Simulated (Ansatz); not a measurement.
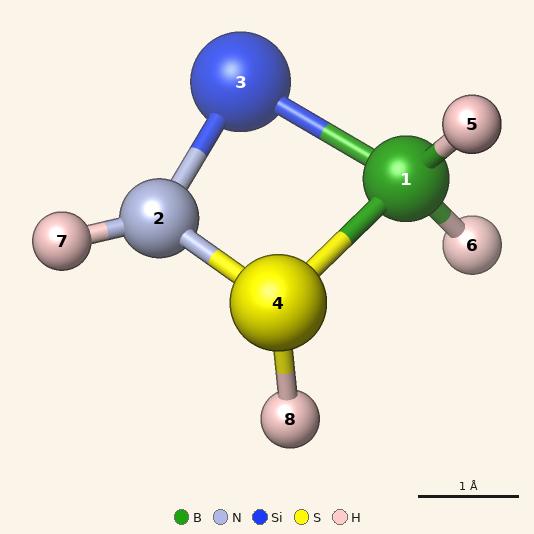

Orthographic view. Depth is shown by fading: the farther an atom, the more it takes the colour of the background. The computed structure is the end point of a PBE-D4/def2-SVP optimisation. No frequency run is at hand to confirm it as a minimum.

Write a Z-matrix (Å, degrees) in the order of the atom numbers, with these reference atoms: 2 to 1; 3 to 2, 1; 4 to 2, 3, 1; 5 to 1, 4, 2; 6 to 1, 5, 4; 7 to 2, 4, 1; 8 to 4, 2, 7.

```
B  
N    1   2.524
Si   2   1.807   1    54.2
S    2   1.702   3   107.0   1     6.4
H    1   1.226   4   106.9   2   124.6
H    1   1.226   5   113.8   4  -118.8
H    2   1.031   4   117.2   1  -174.5
H    4   1.385   2   102.7   7    83.5
```
